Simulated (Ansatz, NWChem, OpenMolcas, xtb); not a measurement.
## Ligand exchange: HOF + SiH3F → SiH3(OH) + F2

Species: HOF (hypofluorous acid) `OF`, singlet; SiH3F `F[SiH3]`, singlet; SiH3(OH) (silanol), singlet; F2 (fluorine), singlet. The partners trade F for SiH3: O–F and F–SiH3 bonds give way to O–SiH3 and F–F.

Shapes, held fixed at every level: PBE0-D4/def2-TZVP. Programs: Ansatz 0.2.0, NWChem 7.3.0, OpenMolcas 26.06, xtb 6.7.1. Electronic energies: no zero-point or thermal term.

```json
{"level": "GFN1-xTB", "kind": "semi-empirical", "ΔE (kJ/mol)": "+55.6"}
{"level": "HF/3-21G", "kind": "Hartree–Fock", "ΔE (kJ/mol)": "+133.6"}
{"level": "BHLYP/STO-3G", "kind": "global hybrid", "ΔE (kJ/mol)": "+43.0"}
{"level": "PBE0/STO-3G", "kind": "global hybrid", "ΔE (kJ/mol)": "+42.0"}
{"level": "r2SCAN0/STO-3G", "kind": "global hybrid", "ΔE (kJ/mol)": "+43.3"}
{"level": "wB97M-V/STO-3G", "kind": "range-separated hybrid", "ΔE (kJ/mol)": "+42.0"}
{"level": "wB97X/STO-3G", "kind": "range-separated hybrid", "ΔE (kJ/mol)": "+38.8"}
{"level": "FCI/STO-3G", "kind": "exact in the basis", "ΔE (kJ/mol)": "+18.1"}
{"level": "PBE0/def2-SVP", "kind": "global hybrid", "ΔE (kJ/mol)": "+158.0"}
```

PBE0/def2-SVP gives ΔE = +158.0 kJ/mol; the levels span +18.1 to +158.0. GFN1-xTB strays far from the other rows. The median of the levels is +43.0. No measured value is set beside it here. PBE0/def2-SVP lies outside the range of all other levels here, so it shouldn't be taken on trust. Rows in sets without polarisation functions are far from converged.

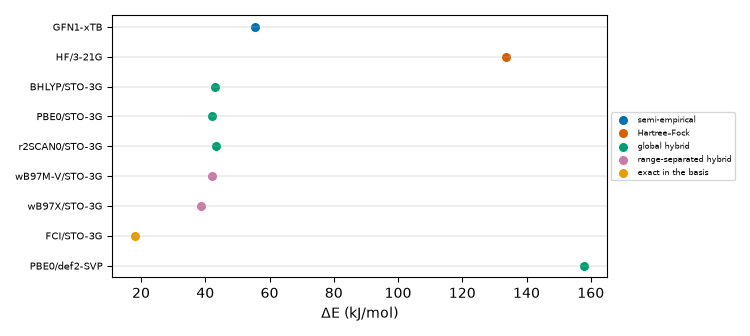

The values of the table, level by level.
